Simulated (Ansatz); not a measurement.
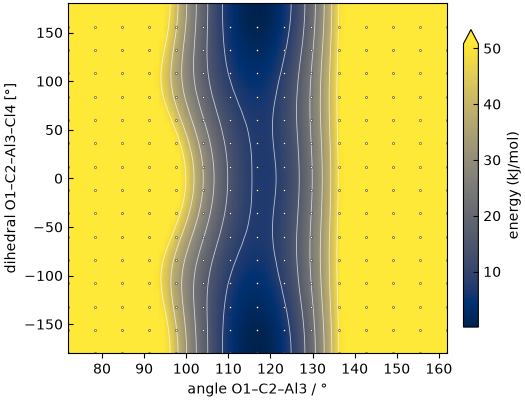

CH₂AlClO, SMILES O=[CH][AlH][Cl]. Coordinates scanned: (1) angle O1–C2–Al3; (2) dihedral O1–C2–Al3–Cl4. Nothing is relaxed (all other coordinates rigid). The grid has 15 × 15 points; 121 points were computed and 104 follow by symmetry. All energies are given in kJ/mol relative to the lowest grid point. Method: RKS PBE0-D4/def2-TZVP in Ansatz 0.2.0.

The picture shows a smooth colour map with a few white contour lines, dots at the grid points, one colour for all values above the top of the scale. Between grid points the surface is interpolated.

Q: Where is the minimum, and how stiff is the well along each coordinate?

A: The interpolated minimum is at angle O1–C2–Al3 ≈ 116.9°, dihedral O1–C2–Al3–Cl4 ≈ −180°. The curvatures there are about 8.2 eV/rad² and 0.077 eV/rad², with a cross term of about 0 eV/rad². Round the minimum the two coordinates are nearly uncoupled. (1 eV is 96.5 kJ/mol.)
